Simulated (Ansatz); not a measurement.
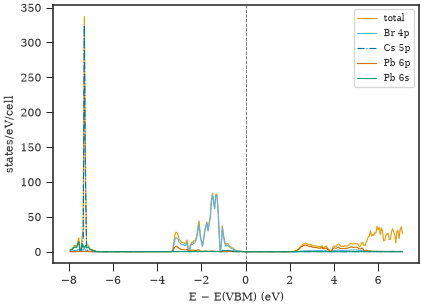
Figure. Total and projected density of states of CsPbBr3 in space group Pnma (No. 62; Pb on 4a, Cs on 4c, Br on 8d, Br on 4c), PBE (plane waves, PAW; program Ansatz)

Q: Which orbitals carry the states next to the gap?

A: Top 1 eV of the valence band: Br 4p 82 %, Pb 6s 14 %. Bottom 1 eV of the conduction band: Pb 6p 77 %, Br 4p 11 %, Br 4s 7 %. Projections are on Löwdin-orthogonalised atomic valence shells; empty p or d shells of many metals are not among them.

Q: Where is the tallest occupied peak in this window, and what makes it?

A: Near -7.3 eV, about 340 states/eV per cell; the largest projected share is Cs 5p.

The PBE relaxation kept the symmetry of its start. Spin–orbit coupling is left out wherever it is not named.

Potentials: the later of the program's two PAW sets.
